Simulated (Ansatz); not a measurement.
# BGeHN: the cost of one run

Computed with Ansatz 0.2.0, Gaussian basis. Level: cc-pVDZ, all electrons in the functionals, frozen cores in the correlation of double hybrids and RPA.

The runs, in order: wB97M-V, B2PLYP, RPA-PBE, at charge 0, doublet; charge 0, quartet; charge 1, singlet; charge 1, triplet; displaced geometry v1; displaced geometry v2.

18 further runs of the same task are left out: 6 that didn't finish, 12 set aside as unsound or not needed.

## Step 1: The system

The geometry is a PBE0/def2-TZVP stationary point (not a proven minimum). No spin-orbit coupling is included. The filled d shell of Ge may be among the frozen orbitals whatever the setting's name suggests; the logs give the count.

4 atoms, charge 0, spin multiplicity 2.

Atoms are counted from 1 here; the program's logs count them from 0.

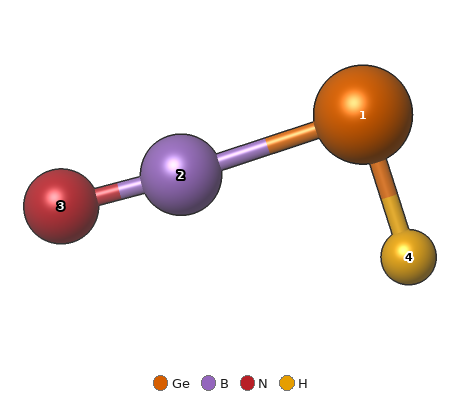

The structure; germanium orange, boron purple, nitrogen red, hydrogen amber; atoms are numbered from 1 in the order of the file.

Geometry (Å):

```xyz
4
BGeHN
Ge    0.00000   -0.03038    0.69827
B     0.00000    0.04355   -1.33211
N     0.00000    0.01184   -2.64611
H     0.00000    1.55748    0.73628
```

No dispersion term is added; wB97M-V holds VV10 nonlocal correlation.

The geometry shown and the zero of energy belong to the point charge 0, doublet. The yardstick, UCCSD(T), and other wave-function levels (R restricted, U unrestricted, valence and pair active spaces) come from earlier runs.

## Step 2: wB97M-V, charge 0, doublet

Input file in.yaml:

```yaml
crystal:
  periodic: [false, false, false]
  atoms:
    - {symbol: Ge, position_ang: [0.000000, -0.030376, 0.698274]}
    - {symbol: B, position_ang: [0.000000, 0.043546, -1.332114]}
    - {symbol: N, position_ang: [0.000000, 0.011842, -2.646111]}
    - {symbol: H, position_ang: [0.000000, 1.557476, 0.736277]}
basis:
  gaussian: {orbitals: cc-pVDZ}
magnetization: {spin_polarized: true, initial_magnetization: 1}
hamiltonian: {xc: {name: wB97M-V}}
output: {orbitals: {seedname: orbitals}}
```

Run with:

```console
$ ansatz run in.yaml --threads 1 --pin off --events-out ev --progress --plain --max-ram 2393MiB
```

**Question.** How long does this run take on 1 thread of Arm Neoverse V2, shared host, and how much memory does it need?

About 21 s, with a peak of 0.25 GiB.
